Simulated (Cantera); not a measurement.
Input: 1 mol Al, 1 mol HCl, 2.5 mol N2, held at 0.00750 Torr.

These are equilibrium values from Cantera (NASA tables, ideal gas, pure condensed phases), not measurements of a reactor. Candidate condensed phases: Al, AlCl3, AlN, NH4Cl; 20 gas species. The tables' values for AlCl2 are old estimates; treat these amounts as uncertain. Equilibrium is a limit: real reactors are often held back by kinetics, nucleation or transport.

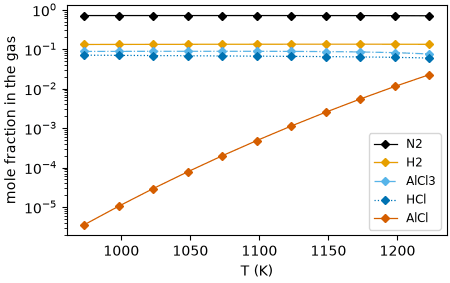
Figure: Equilibrium gas composition (values under 1e-9 drawn at 1e-9)

From 973 K to 1223 K the condensed part is AlN(s). The main Al-bearing gas is AlCl3 throughout. The share of Al in condensed phases is highest at 973 K (73.7 %) and lowest at 1223 K (67.4 %).
